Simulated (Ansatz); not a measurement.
# CH₃BF₂GeO: a ladder of functionals and wavefunction methods, part 2 of 2

Ansatz 0.2.0, Gaussian basis; functionals in def2-TZVPP, the program's frozen cores in correlated methods.

## Step 17: ωB97M-V (range-separated)

in.yaml

```yaml
crystal:
  periodic: [false, false, false]
  atoms:
    - {symbol: F, position_ang: [-0.472529, 0.288589, 2.530310]}
    - {symbol: B, position_ang: [0.294626, 0.354845, 1.452971]}
    - {symbol: F, position_ang: [1.166597, 1.345539, 1.392179]}
    - {symbol: C, position_ang: [0.117715, -0.651940, 0.300708]}
    - {symbol: O, position_ang: [1.095663, -0.704576, -0.751718]}
    - {symbol: Ge, position_ang: [-0.391989, 0.101501, -1.394154]}
    - {symbol: H, position_ang: [-0.357109, -1.608351, 0.526245]}
    - {symbol: H, position_ang: [-1.166938, -0.754888, -2.387671]}
    - {symbol: H, position_ang: [-0.197534, 1.582980, -1.685969]}
basis:
  gaussian: {orbitals: def2-TZVPP}
hamiltonian: {xc: {name: wB97M-V}}
output: {forces: true, orbitals: {seedname: orbitals}}
```

The run is started by

```sh
$ ansatz run in.yaml --threads 4 --pin off --events-out ev --progress --plain --max-ram 10444MiB
```

Output, cut to the lines that bear on the results:

```text
Functional definition: wB97M-V
  name "wB97M-V"
  cite "Mardirossian & Head-Gordon, J. Chem. Phys. 144, 214110 (2016) doi:10.1063/1.4952647"
  cite "Becke, J. Chem. Phys. 107, 8554 (1997) doi:10.1063/1.475007"
  cite "Vydrov & Van Voorhis, J. Chem. Phys. 133, 244103 (2010) doi:10.1063/1.3521275"
  # Of w^i u^j: cxij and so on, Table III.
[...]
  gx(w, u) = 1 - cx + cx01*u + cx10*w
[...]
Atom 5 at    -0.391989     0.101501    -1.394154 Å, force    -0.021059     0.019586    -0.070538 eV/Å
Atom 6 at    -0.357109    -1.608351     0.526245 Å, force     0.066113     0.088211    -0.011508 eV/Å
Atom 7 at    -1.166938    -0.754888    -2.387671 Å, force     0.061354     0.084034     0.086588 eV/Å
Atom 8 at    -0.197534     1.582980    -1.685969 Å, force    -0.024363    -0.120853     0.028116 eV/Å
Dipole moment:    -0.488801    -0.003087    -0.432571 e Å
```

Run time: 8 s. Hardware: 4 threads of INTEL XEON PLATINUM 8581C at 2.10GHz, shared host; peak memory 0.95 GiB.

Atomisation energy: 3533.7 kJ/mol (free atoms -65725.075 eV, run apart). HOMO -9.72 eV, LUMO 0.59 eV.

## Step 18: B2PLYP (double hybrid)

in.yaml, as its differences from that of step 17:

```diff
@@ -14,3 +14,2 @@
   gaussian: {orbitals: def2-TZVPP}
-hamiltonian: {xc: {name: wB97M-V}}
-output: {forces: true, orbitals: {seedname: orbitals}}
+hamiltonian: {xc: {name: B2PLYP}}
```

The command is unchanged.

Output, cut to the lines that bear on the results:

```text
Functional definition: B2PLYP
  name "B2PLYP"
  cite "Grimme, J. Chem. Phys. 124, 034108 (2006) doi:10.1063/1.2148954"
  cite "Becke, Phys. Rev. A 38, 3098 (1988) doi:10.1103/PhysRevA.38.3098"
  cite "Lee, Yang & Parr, Phys. Rev. B 37, 785 (1988) doi:10.1103/PhysRevB.37.785"
[...]
1562 factors; integrals over basis functions are off by at most 1.4e-3 eV
[...]
mean field -65740.70212794 eV, -2415.9262425534 hartree, gradient 2.0e-6 eV, S^2 0.000000; 0 other end points of the search recorded, 0 dependent functions left out
14 core orbitals not correlated: weight in the atoms' cores, before any rotation towards them, 1.000 or more for the frozen orbitals, at most 0.000 for the correlated occupied ones
reference -65740.70229772 eV, -2415.9262487927 hartree; 22, 22 occupied and 209, 209 virtual orbitals, 1562 factors
second order -40.72772430 eV of doubles, -0.00000000 eV of singles
Total energy: -65751.69878328 eV, -2416.3303621834 hartree
```

It took 4.4 s on 4 threads of INTEL XEON PLATINUM 8581C at 2.10GHz, shared host; peak memory 0.72 GiB.

Atomisation energy: 3498.7 kJ/mol (free atoms -65715.437 eV, run apart).

## Step 19: PBE-QIDH (double hybrid)

in.yaml, as its differences from that of step 18:

```diff
@@ -14,2 +14,2 @@
   gaussian: {orbitals: def2-TZVPP}
-hamiltonian: {xc: {name: B2PLYP}}
+hamiltonian: {xc: {name: PBE-QIDH}}
```

The command is unchanged.

Output, cut to the lines that bear on the results:

```text
Functional definition: PBE-QIDH
  name "PBE-QIDH"
  cite "Brémond, Sancho-García, Pérez-Jiménez & Adamo, J. Chem. Phys. 141, 031101 (2014) doi:10.1063/1.4890314"
  cite "Perdew, Burke & Ernzerhof, Phys. Rev. Lett. 77, 3865 (1996) doi:10.1103/PhysRevLett.77.3865"
[...]
1562 factors; integrals over basis functions are off by at most 1.4e-3 eV
[...]
mean field -65728.00344171 eV, -2415.4595744420 hartree, gradient 6.4e-6 eV, S^2 0.000000; 0 other end points of the search recorded, 0 dependent functions left out
14 core orbitals not correlated: weight in the atoms' cores, before any rotation towards them, 1.000 or more for the frozen orbitals, at most 0.000 for the correlated occupied ones
reference -65728.00345427 eV, -2415.4595749034 hartree; 22, 22 occupied and 209, 209 virtual orbitals, 1562 factors
second order -37.85448538 eV of doubles, -0.00000000 eV of singles
Total energy: -65740.62161606 eV, -2415.9232837964 hartree
```

Run time: 4.6 s. Hardware: 4 threads of INTEL XEON PLATINUM 8581C at 2.10GHz, shared host; peak memory 0.71 GiB.

With the free atoms at this level, -65704.162 eV in sum, the atomisation energy is 3517.8 kJ/mol.

## Step 20: Frontier levels by functional

Dipoles come from the runs that computed forces. Levels are read from the orbital files that the runs wrote:

```csv
functional,HOMO (eV),LUMO (eV),gap (eV),dipole (D)
LDA (SPW92),-6.58,-2.35,4.23,
PBE-D4,-6.39,-2.10,4.29,2.86
revPBE-D4,-6.31,-2.00,4.31,
BLYP-D4,-6.26,-2.02,4.24,
r2SCAN-D4,-6.65,-1.92,4.73,2.94
B97M-V,-6.67,-1.92,4.74,
PBE0-D4,-7.60,-1.28,6.31,
B3LYP-D4,-7.39,-1.54,5.85,3.08
r2SCANh-D4,-7.10,-1.62,5.48,
r2SCAN0-D4,-7.76,-1.18,6.58,
HSE06-D4,-7.20,-1.66,5.54,
BHLYP-D4,-8.63,-0.44,8.19,
CAM-B3LYP-D4,-8.89,-0.30,8.58,
LC-ωPBE,-10.15,0.87,11.02,
ωB97X-V,-9.82,0.77,10.58,
ωB97M-V,-9.72,0.59,10.32,3.14
```

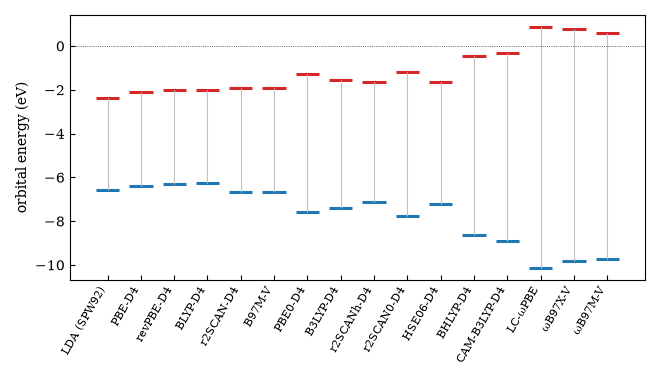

Highest occupied (blue) and lowest empty (red) level by functional.

## Step 21: CCSD(T) in def2-SVP

in.yaml, as its differences from that of step 19:

```diff
@@ -13,3 +13,3 @@
 basis:
-  gaussian: {orbitals: def2-TZVPP}
-hamiltonian: {xc: {name: PBE-QIDH}}
+  gaussian: {orbitals: def2-SVP}
+correlation: {method: ccsd_t}
```

Same command.

Output, cut to the lines that bear on the results:

```text
Functional definition: HF
  name "HF"
  cite "Fock, Z. Phys. 61, 126 (1930) doi:10.1007/BF01340294"
  parent pbe
[...]
1140 factors; integrals over basis functions are off by at most 1.3e-3 eV
[...]
mean field -65659.68643982 eV, -2412.9489709293 hartree, gradient 6.7e-6 eV, S^2 0.000000; 0 other end points of the search recorded, 0 dependent functions left out
14 core orbitals not correlated: weight in the atoms' cores, before any rotation towards them, 1.000 or more for the frozen orbitals, at most 0.000 for the correlated occupied ones
reference -65659.68643982 eV, -2412.9489709293 hartree; 22, 22 occupied and 81, 81 virtual orbitals, 1140 factors
second order -27.03962265 eV of doubles, -0.00000000 eV of singles
cycle   1  -26.67013556 eV  change    3.7e-1 eV  update   1.3e-1
[...]
cycle  10  -27.55444843 eV  change   -1.1e-5 eV  update   2.0e-5
perturbative correction -0.74280478 eV, -0.0272975723 hartree
Total energy: -65687.98369303 eV, -2413.9888758044 hartree
```

It took 7.5 s on 4 threads of INTEL XEON PLATINUM 8581C at 2.10GHz, shared host; peak memory 0.7 GiB.

## Step 22: CCSD(T) in def2-TZVPP

in.yaml, as its differences from that of step 21:

```diff
@@ -13,3 +13,4 @@
 basis:
-  gaussian: {orbitals: def2-SVP}
+  gaussian: {orbitals: def2-TZVPP}
 correlation: {method: ccsd_t}
+output: {orbitals: {seedname: orbitals}}
```

Launched as before.

Output, cut to the lines that bear on the results:

```text
Functional definition: HF
  name "HF"
  cite "Fock, Z. Phys. 61, 126 (1930) doi:10.1007/BF01340294"
  parent pbe
[...]
1562 factors; integrals over basis functions are off by at most 1.4e-3 eV
[...]
mean field -65678.37003540 eV, -2413.6355804028 hartree, gradient 1.7e-6 eV, S^2 0.000000; 0 other end points of the search recorded, 0 dependent functions left out
14 core orbitals not correlated: weight in the atoms' cores, before any rotation towards them, 1.000 or more for the frozen orbitals, at most 0.000 for the correlated occupied ones
reference -65678.37003540 eV, -2413.6355804028 hartree; 22, 22 occupied and 209, 209 virtual orbitals, 1562 factors
second order -33.78536313 eV of doubles, -0.00000000 eV of singles
cycle   1  -33.06862212 eV  change    7.2e-1 eV  update   1.4e-1
[...]
cycle  10  -34.08689976 eV  change   -3.0e-5 eV  update   2.3e-5
perturbative correction -1.27989002 eV, -0.0470350907 hartree
Total energy: -65713.73682518 eV, -2414.9352859549 hartree
```

It took 2.3 min on 4 threads of INTEL XEON PLATINUM 8581C at 2.10GHz, shared host; peak memory 5.6 GiB.

## Step 23: MP2 in def2-QZVPP

in.yaml, as its differences from that of step 22:

```diff
@@ -13,4 +13,3 @@
 basis:
-  gaussian: {orbitals: def2-TZVPP}
-correlation: {method: ccsd_t}
-output: {orbitals: {seedname: orbitals}}
+  gaussian: {orbitals: "def2-QZVPP.json"}
+correlation: {method: mp2}
```

Launched as before.

Output, cut to the lines that bear on the results:

```text
Functional definition: HF
  name "HF"
  cite "Fock, Z. Phys. 61, 126 (1930) doi:10.1007/BF01340294"
  parent pbe
[...]
2915 factors; integrals over basis functions are off by at most 9.5e-4 eV
[...]
mean field -65679.93139377 eV, -2413.6929592645 hartree, gradient 2.2e-6 eV, S^2 0.000000; 0 other end points of the search recorded, 0 dependent functions left out
14 core orbitals not correlated: weight in the atoms' cores, before any rotation towards them, 1.000 or more for the frozen orbitals, at most 0.000 for the correlated occupied ones
reference -65679.93139377 eV, -2413.6929592645 hartree; 22, 22 occupied and 428, 428 virtual orbitals, 2915 factors
second order -43.25336231 eV of doubles, -0.00000000 eV of singles
Total energy: -65723.18475607 eV, -2415.2824910110 hartree
```

Wall time 18 s (4 threads of INTEL XEON PLATINUM 8581C at 2.10GHz, shared host); peak memory 2.9 GiB.

The pieces so far (eV):

```csv
basis,HF,MP2 correlation,CCSD correlation,(T),total
def2-SVP,-65659.6864,-27.0396,-27.5544,-0.7428,-65687.9837
def2-TZVPP,-65678.3700,-33.7854,-34.0869,-1.2799,-65713.7368
def2-QZVPP,-65679.9314,-43.2534,,,-65723.1848 (MP2)
```

The report of the def2-TZVPP run gives T1 = 0.0142.

## Step 24: The basis-set limit

No new run: Hartree-Fock is extrapolated as exp(−7.88√X) and correlation as X^−2.97, with X = 3 and 4; only MP2 was run in the larger set, so CCSD(T) minus MP2 is added from the smaller one.

```csv
level,energy at the limit (eV)
HF,-65680.1465
MP2,-65730.4131
CCSD,-65730.7147
CCSD(T),-65731.9946
```

This is no true limit for total energies: MP2 correlation changes by a factor of 1.28 from triple to quadruple zeta (about 1.07 in light molecules), because outer-core shells are correlated in sets not made for them. Much of that cancels between molecule and atoms or ions.

## Step 25: RPA on PBE orbitals

in.yaml, as its differences from that of step 23:

```diff
@@ -13,3 +13,4 @@
 basis:
-  gaussian: {orbitals: "def2-QZVPP.json"}
-correlation: {method: mp2}
+  gaussian: {orbitals: def2-TZVPP}
+hamiltonian: {xc: pbe}
+correlation: {method: rpa}
```

The command is unchanged.

Output, cut to the lines that bear on the results:

```text
Functional definition: PBE
  name "PBE"
  cite "Perdew, Burke & Ernzerhof, Phys. Rev. Lett. 77, 3865 (1996) doi:10.1103/PhysRevLett.77.3865"
  parent pbe
[...]
1562 factors; integrals over basis functions are off by at most 1.4e-3 eV
[...]
mean field -65749.11697290 eV, -2416.2354824019 hartree, gradient 2.7e-6 eV, S^2 0.000000; 0 other end points of the search recorded, 0 dependent functions left out
14 core orbitals not correlated: weight in the atoms' cores, before any rotation towards them, 1.000 or more for the frozen orbitals, at most 0.000 for the correlated occupied ones
reference -65675.93418000 eV, -2413.5460643678 hartree; 22, 22 occupied and 209, 209 virtual orbitals, 1562 factors
Total energy: -65727.59194525 eV, -2415.4444522259 hartree
```

Run time: 4.1 s. Hardware: 4 threads of INTEL XEON PLATINUM 8581C at 2.10GHz, shared host; peak memory 0.68 GiB.

RPA correlation: -51.658 eV. No RPA run of the hydrogen atom was made, so RPA has no atomisation energy below.

## Step 26: The ladder

Atomisation energy = energies of 2 F, 1 B, 1 C, 1 O, 1 Ge, 3 H (separate runs, same level) minus the molecule's; electronic only, no spin-orbit term.

Differences are taken before rounding.

```csv
method,rung,"atoms, summed (eV)",atomisation energy (kJ/mol),from CCSD(T)/CBS (kJ/mol),time
LDA (SPW92),LDA,-65572.064,4166.7,+627.7,1.1 s
PBE-D4,GGA,-65711.541,3644.2,+105.1,1.9 s
revPBE-D4,GGA,-65724.013,3521.6,-17.4,1.5 s
BLYP-D4,GGA,-65731.260,3535.9,-3.2,1.4 s
r2SCAN-D4,meta-GGA,-65726.020,3571.0,+32.0,3.5 s
B97M-V,meta-GGA,-65717.766,3566.1,+27.0,6.5 s
PBE0-D4,hybrid,-65714.215,3535.2,-3.8,2.4 s
B3LYP-D4,hybrid,-65732.684,3510.3,-28.7,3.6 s
r2SCANh-D4,hybrid,-65725.700,3530.5,-8.6,3.3 s
r2SCAN0-D4,hybrid,-65725.245,3472.6,-66.5,3.5 s
HSE06-D4,hybrid,-65713.784,3538.3,-0.7,3.1 s
BHLYP-D4,hybrid,-65728.223,3363.6,-175.4,2.5 s
CAM-B3LYP-D4,range-separated,-65731.258,3544.9,+5.9,2.9 s
LC-ωPBE,range-separated,-65717.697,3540.7,+1.7,2 s
ωB97X-V,range-separated,-65722.495,3542.0,+2.9,5.5 s
ωB97M-V,range-separated,-65725.075,3533.7,-5.3,8 s
B2PLYP,double hybrid,-65715.437,3498.7,-40.3,4.4 s
PBE-QIDH,double hybrid,-65704.162,3517.8,-21.2,4.6 s
HF/def2-TZVPP,wavefunction,-65652.489,2497.2,-1041.9,
MP2/def2-TZVPP,wavefunction,-65675.047,3580.4,+41.4,
CCSD/def2-TZVPP,wavefunction,-65677.456,3377.1,-161.9,
CCSD(T)/def2-SVP,wavefunction,-65653.388,3338.0,-201.1,7.5 s
CCSD(T)/def2-TZVPP,wavefunction,-65677.984,3449.6,-89.4,2.3 min
MP2/CBS,wavefunction,-65692.378,3669.8,+130.8,
CCSD(T)/CBS,wavefunction,-65695.315,3539.0,0,2.6 min
```

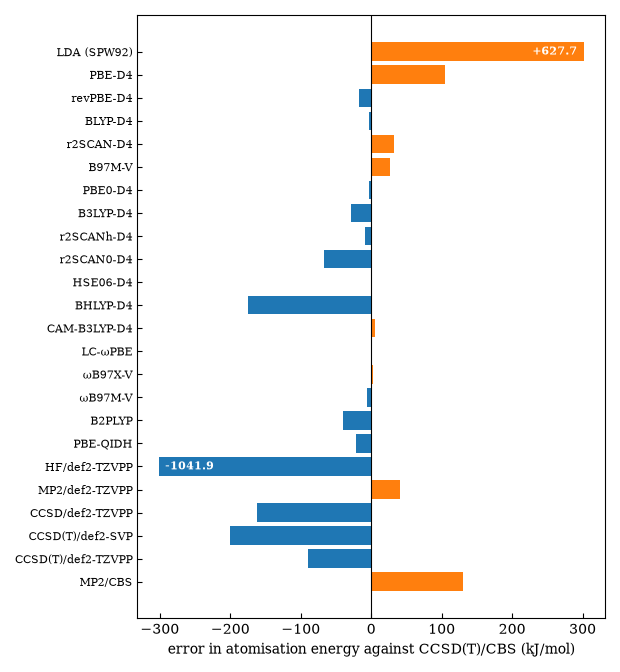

How far each level lands from CCSD(T)/CBS. Bars with a number in them are cut short.

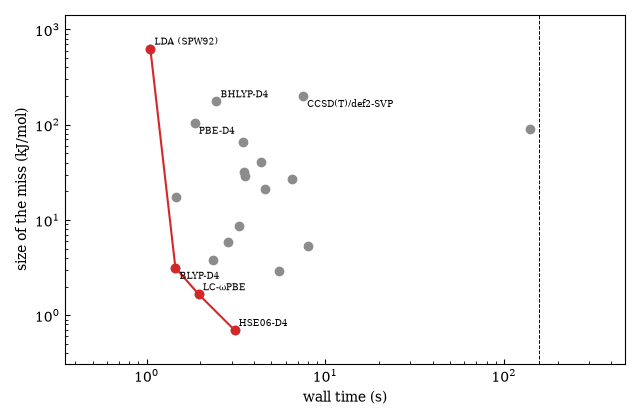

Miss against cost. Red marks the levels that no quicker level drawn beats (of those quicker than the yardstick), and the dashed line is the time of CCSD(T)/CBS. Only those levels and the largest misses are named. Times are from a shared host.

LDA (SPW92), LC-ωPBE, B2PLYP, PBE-QIDH carry no dispersion term (for B3LYP, D4 adds 30.1 kJ/mol).

Times are those of the molecule's run; HF, MP2 and CCSD come out of the CCSD(T) runs, and the limit's time is the sum of the runs that it needs.

## Step 27: What came out

What follows sums up all 2 parts.

```
                               quantity                                                                                                                              value
        atomisation energy, CCSD(T)/CBS                                                                                                                      3539.0 kJ/mol
 functionals within 35.4 kJ/mol (1.0 %)  revPBE-D4, BLYP-D4, r2SCAN-D4, B97M-V, PBE0-D4, B3LYP-D4, r2SCANh-D4, HSE06-D4, CAM-B3LYP-D4, LC-ωPBE, ωB97X-V, ωB97M-V, PBE-QIDH
                    farthest beyond LDA                                                                                                           BHLYP-D4 (-175.4 kJ/mol)
                mean size of error, GGA                                                                                                                        41.9 kJ/mol
           mean size of error, meta-GGA                                                                                                                        29.5 kJ/mol
             mean size of error, hybrid                                                                                                                        47.3 kJ/mol
    mean size of error, range-separated                                                                                                                         4.0 kJ/mol
      mean size of error, double hybrid                                                                                                                        30.8 kJ/mol
              gap, smallest and largest                                                                                          4.23 eV (LDA (SPW92)), 11.02 eV (LC-ωPBE)
                          T1 diagnostic                                                                                                                             0.0142
triples share of the correlation energy                                                                                                                              3.6 %
```

LDA overbinds by 627.7 kJ/mol (18 %). PBE-D4 is off by +105.1 kJ/mol. Double hybrids carry the basis error of their MP2 part in triple zeta, and no dispersion term here, so their miss is partly the set-up's. The rungs range-separated, meta-GGA, double hybrid miss on average by less than the doubt on the reference (35.4 kJ/mol), so they tie. Misses under about 35.4 kJ/mol are within the doubt on the reference itself, which lacks core-valence correlation, relativity and higher excitations, and its outer-core shells are covered unevenly. Hartree-Fock recovers 71 % of the binding; the rest is correlation. CCSD(T) in def2-SVP is off by -201.1 kJ/mol, worse than the median functional, from the basis alone. Orbital gaps span 4.2 to 11.0 eV; exact exchange widens them. Correlated methods include outer-core shells of Ge, which these sets cover unevenly.

For cost: HSE06-D4 gets within 0.7 kJ/mol in 3.1 s, where CCSD(T)/CBS took 2.6 min; the quickest level in the cost chart, LDA (SPW92), takes 1.1 s and misses by 627.7 kJ/mol.
